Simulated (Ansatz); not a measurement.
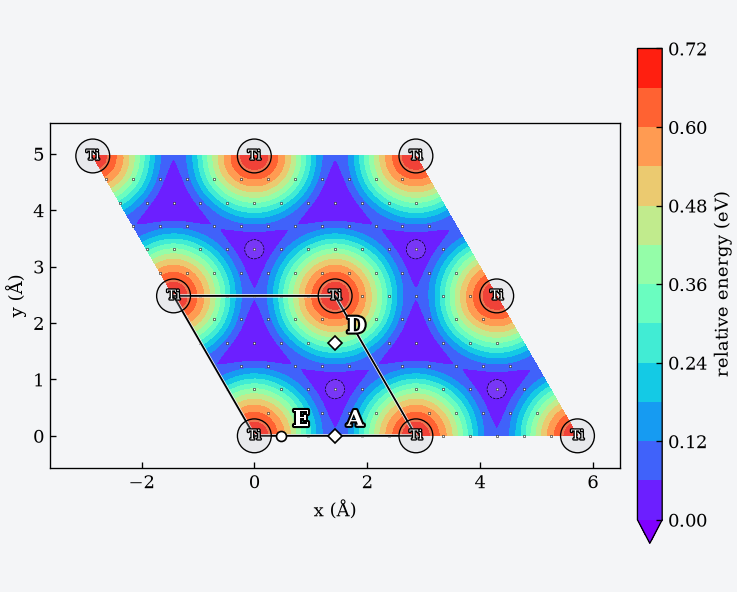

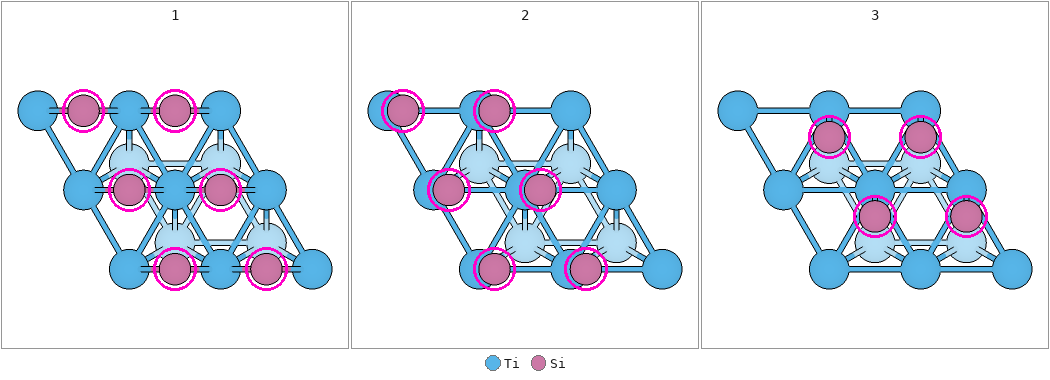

Si on a Ti(001) slab cut from the P6_3/mmc phase, its upper half relaxed before the scan (5 atoms of substrate and one adsorbate in a 1 × 1 cell). Si is moved over the surface cell; relaxed at each place: the height of the adsorbate's atoms; substrate rigid; the origin of the map has the adsorbate above Ti5. Places are given modulo a cell vector. The map is drawn in real space over the plane of the surface. The scan uses a 6 × 6 grid; 10 points were computed and 26 follow by symmetry. Energies are in eV, from the lowest grid point. With one adsorbate in each 1 × 1 cell, its nearest image is 2.9 Å away, so neighbouring adsorbates interact. All numbers below come from DFT LDA, scalar-relativistic, plane waves, PAW in Ansatz 0.2.0. Settings: cutoff 420 eV, k-mesh 9×9×1, gaussian smearing 0.1 eV, no spin polarisation.

In the figure: filled contours, dots at the grid points, labelled circles for the atoms of the top layer and small ones for the second layer, the outline of one cell of the 2 × 2 shown, lettered points. Between grid points the surface is interpolated. The numbered pictures are the structures at these points, in random order. Rings mark the moved atoms.

### Which structure belongs to which point?

A is structure 1: a bridge site between two Ti atoms, (3/6, 0/6) of the cell vectors, 0.061 eV; D is structure 3: (5/6, 4/6) of the cell vectors [nearest 1 Ti at 2.50 Å], 0.357 eV; E is structure 2: (1/6, 0/6) of the cell vectors [nearest 1 Ti at 2.52 Å], 0.570 eV.

PAW datasets: the set soft_1.
